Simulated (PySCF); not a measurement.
# C4H13NSi: NMR shifts

What NMR shifts should C4H13NSi (`CCCN(C)[SiH3]`) show?

Programs: PySCF 2.14.0, with density-fitted response routines of our own. Each step states its level of theory. These are calculated values for one molecule in the gas phase, unless marked as measured. Atoms are numbered from 0 throughout.

### 1 The starting structure

19 atoms, charge 0, multiplicity 1; geometry from: GFN2-xTB.

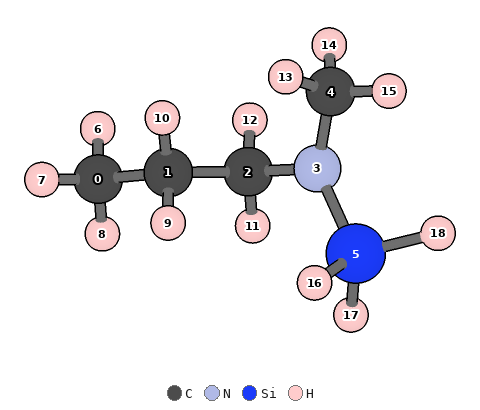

As it starts; carbon dark grey, nitrogen light blue, silicon blue, hydrogen pink, atoms numbered.

### 2 Shielding tensors: PBE0/pcSseg-1

The job: settings as JSON, then the geometry in Å.

```
{"job": {"kind": "nmr", "xc": "PBE0", "basis": "pcSseg-1"}, "charge": 0, "multiplicity": 1}
C      2.677410    -0.138046    -0.204932
C      1.212594     0.138205    -0.516141
C      0.312942    -0.181240     0.682632
N     -1.095577     0.012547     0.437595
C     -1.497981     1.396102     0.388408
Si    -2.039188    -1.199471    -0.334500
H      3.009676     0.469583     0.634340
H      3.302524     0.093420    -1.064281
H      2.821331    -1.184911     0.053105
H      0.889416    -0.470560    -1.363275
H      1.092904     1.187639    -0.792076
H      0.463403    -1.225908     0.965644
H      0.610342     0.445404     1.533421
H     -1.125886     1.916237    -0.501832
H     -1.122474     1.920775     1.271266
H     -2.584054     1.454363     0.383232
H     -1.941525    -1.260659    -1.804959
H     -1.571511    -2.468930     0.220178
H     -3.424150    -0.895300     0.026114
```

Level: GIAO PBE0/pcSseg-1 NMR shielding, non-relativistic, gas phase.

What it wrote:

```text
coarse grid: 15096 points
cycle   1  E = -503.9916741548  dE =  3.652e-01  |g| = 4.054e-01  |ddm| = 3.645e+00
cycle   2  E = -503.9735955804  dE =  1.808e-02  |g| = 4.996e-01  |ddm| = 9.334e-01
cycle   3  E = -504.0337655967  dE = -6.017e-02  |g| = 6.857e-02  |ddm| = 5.676e-01
cycle   4  E = -504.0345434877  dE = -7.779e-04  |g| = 2.953e-02  |ddm| = 7.715e-02
cycle   5  E = -504.0347335332  dE = -1.900e-04  |g| = 4.699e-03  |ddm| = 2.852e-02
cycle   6  E = -504.0347380673  dE = -4.534e-06  |g| = 1.107e-03  |ddm| = 5.348e-03
final grid: 137592 points
cycle   7  E = -504.0684865418  dE = -3.485e-05  |g| = 8.522e-03  |ddm| = 2.613e-02
cycle   8  E = -504.0684781568  dE =  8.385e-06  |g| = 1.030e-02  |ddm| = 1.742e-02
cycle   9  E = -504.0685051320  dE = -2.698e-05  |g| = 8.923e-04  |ddm| = 9.993e-03
cycle  10  E = -504.0685052861  dE = -1.540e-07  |g| = 2.437e-04  |ddm| = 9.404e-04
cycle  11  E = -504.0685052977  dE = -1.167e-08  |g| = 4.810e-05  |ddm| = 2.323e-04
cycle  12  E = -504.0685052982  dE = -4.936e-10  |g| = 1.585e-05  |ddm| = 6.472e-05
converged SCF energy = -504.0685052982

GIAO shielding tensors (ppm)
atom      isotropic    diamagn.    paramagn.     s11        s22        s33       span
  0 C      173.850     246.044     -72.194    165.677    167.688    188.185     22.508
  1 C      162.859     250.504     -87.645    146.649    168.571    173.356     26.708
  2 C      125.718     246.698    -120.981     99.088    116.640    161.425     62.336
  3 N      244.475     327.392     -82.917    218.376    241.531    273.518     55.141
  4 C      146.807     245.020     -98.214    121.205    132.957    186.258     65.053
  5 Si     398.190     881.582    -483.392    342.575    364.790    487.204    144.629
  6 H       31.007      29.353       1.654     26.525     29.111     37.384     10.858
  7 H       30.482      27.976       2.507     25.863     27.723     37.860     11.997
  8 H       30.921      29.596       1.325     26.450     29.220     37.093     10.643
  9 H       30.632      33.403      -2.771     25.532     31.114     35.251      9.718
 10 H       29.850      33.058      -3.207     24.389     31.199     33.963      9.574
 11 H       28.703      33.449      -4.746     23.724     29.821     32.563      8.839
 12 H       29.106      32.844      -3.737     24.230     29.940     33.149      8.920
 13 H       28.776      30.741      -1.965     24.060     27.270     34.999     10.939
 14 H       29.328      29.923      -0.594     25.447     26.576     35.962     10.514
 15 H       28.888      29.786      -0.897     24.275     27.265     35.125     10.851
 16 H       26.882      30.341      -3.460     23.030     25.053     32.562      9.532
 17 H       27.121      30.854      -3.733     23.884     25.467     32.011      8.127
 18 H       27.132      30.255      -3.122     23.595     25.397     32.404      8.809
```

Wall time 18 s (1 thread, shared host).

Shifts follow as δ = σ(reference) − σ, with reference shieldings (ppm) from runs at the same level and on the same kind of geometry: ¹H TMS 31.72, ¹³C TMS 186.9, ²⁹Si TMS 349.2, ¹⁵N NH3 267.7. The references are single molecules in the gas phase, so shifts against H2O, NH3, PH3, H3PO4 or CFCl3 are not on the usual liquid scales and can be off by tens of ppm. Atoms listed in one row are averaged.

| atoms | environment | σ (ppm) | δ (ppm) | δ scaled to CDCl3 |
| --- | --- | --- | --- | --- |
| C2 | sp3 CH2 bonded to N | 125.7 | 61.2 | 57.8 |
| C4 | methyl carbon bonded to N | 146.8 | 40.1 | 37.2 |
| C1 | sp3 CH2 | 162.9 | 24.1 | 21.6 |
| C0 | methyl carbon | 173.8 | 13.1 | 10.8 |
| H16, H17, H18 | hydrogen on a silicon bonded to N | 27.04 | 4.67 | – |
| H11, H12 | hydrogen on an sp3 CH2 bonded to N | 28.90 | 2.81 | 2.76 |
| H13, H14, H15 | hydrogen on a methyl carbon bonded to N | 29.00 | 2.72 | 2.67 |
| H9, H10 | hydrogen on an sp3 CH2 | 30.24 | 1.48 | 1.50 |
| H6, H7, H8 | hydrogen on a methyl carbon | 30.80 | 0.91 | 0.97 |
| N3 | nitrogen bonded to 2 C, Si | 244.5 | 23.3 | – |
| Si5 | silicon bonded to N, 3 H | 398.2 | -49.0 | – |

The scaled column applies a straight-line fit of computed shieldings to shifts measured in CDCl3 (root-mean-square error 0.16 ppm for H, 1.9 ppm for C).

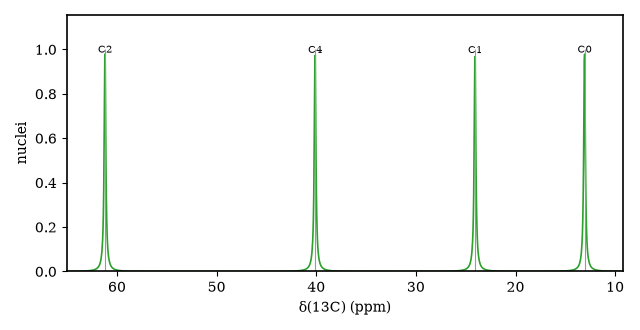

¹³C lines at the computed shifts, without couplings. Lines are broadened to a width of 0.19 ppm (Lorentzian).

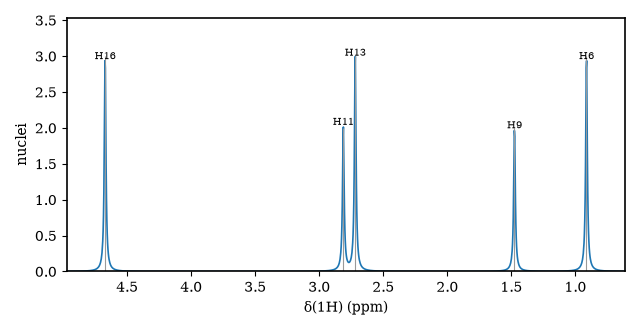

¹H lines at the computed shifts, without couplings. Lines are broadened to a width of 0.02 ppm (Lorentzian).

The run also stored atomic charges by several schemes (e):

| atoms | Mulliken | IAO | Hirshfeld | ESP fit |
| --- | --- | --- | --- | --- |
| C0 | -0.27 | -0.42 | -0.12 | -0.49 |
| C1 | -0.29 | -0.26 | -0.07 | 0.37 |
| C2 | 0.01 | -0.14 | -0.02 | -0.04 |
| N3 | -0.78 | -0.51 | -0.17 | -0.35 |
| C4 | -0.06 | -0.30 | -0.07 | -0.36 |
| Si5 | 0.62 | 0.73 | 0.34 | 0.44 |

ESP fit charges:

C0 -0.49; C1 0.37; C2 -0.04; N3 -0.35; C4 -0.36; Si5 0.44; H6 0.11; H7 0.11; H8 0.11; H9 -0.05; H10 -0.04; H11 0.05; H12 0.06; H13 0.12; H14 0.14; H15 0.15; H16 -0.12; H17 -0.10; H18 -0.10

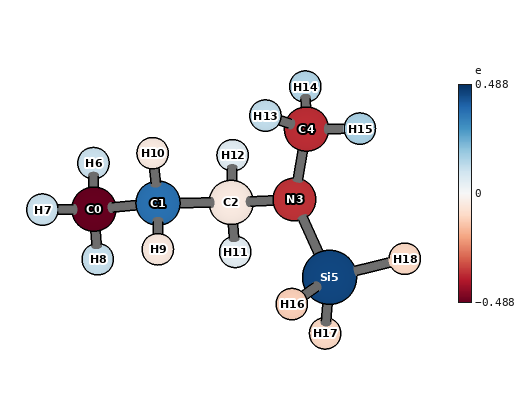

ESP fit charges, as colours on the atoms.

Mayer bond orders: C0–C1 1.06, C1–C2 1.01, C2–N3 0.96, N3–C4 0.96, N3–Si5 0.99.

### 3 Summary of results

| quantity | value |
| --- | --- |
| ¹³C shifts against TMS (PBE0/pcSseg-1) | 61.2, 40.1, 24.1, 13.1 ppm |
| ¹H shifts against TMS (PBE0/pcSseg-1, means over atoms taken as alike) | 4.67, 2.81, 2.72, 1.48, 0.91 ppm |
| ¹⁵N shifts against NH3 (PBE0/pcSseg-1) | 23.3 ppm |
| ²⁹Si shifts against TMS (PBE0/pcSseg-1) | -49.0 ppm |

The most deshielded carbon is C2 (sp3 CH2 bonded to N), at 61.2 ppm: pulled downfield by the heteroatom. At PBE0/pcSseg-1: Shielding is most anisotropic at Si5 (span 145 ppm, paramagnetic term -483 ppm).
